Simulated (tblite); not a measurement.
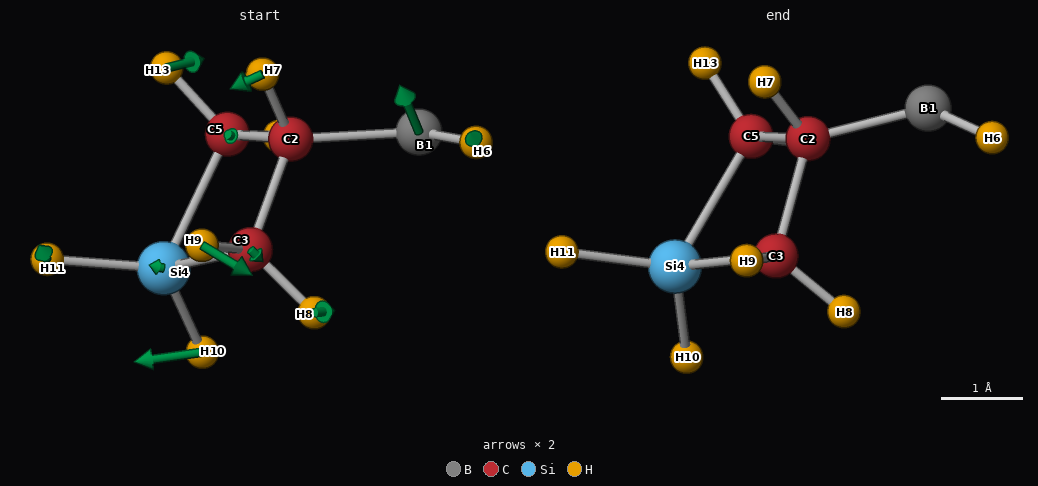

The structure of C3H8BSi (multiplicity 2) before (left) and after (right) a relaxation, at one scale. The green arrows give the displacements, magnified 2 times.

Style: ball-and-stick. Shown from a free direction.

Level of theory: GFN2-xTB geometry optimisation, gas phase in tblite 0.8.0. 

### Summarise the run.

An H atom moves most after the best rigid fit: 0.43 Å. By element the largest moves are H 0.43 Å, B 0.42 Å, C 0.12 Å, Si 0.10 Å. Among the contacts that change: B–C 1.598 → 1.536 Å, C–Si 1.856 → 1.908 Å, C–C 1.530 → 1.569 Å, C–H 1.114 → 1.089 Å. Bond angles that change, for instance: H–Si–H 120.3° → 111.0°, C–B–H 120.5° → 128.9°, Si–C–H 112.0° → 118.6°. Groups turn about B–C by about 25°. After 86 geometry steps the energy has fallen by 0.373 eV. Cost: 0.36 s on 1 thread of Arm Neoverse V2 (shared host).
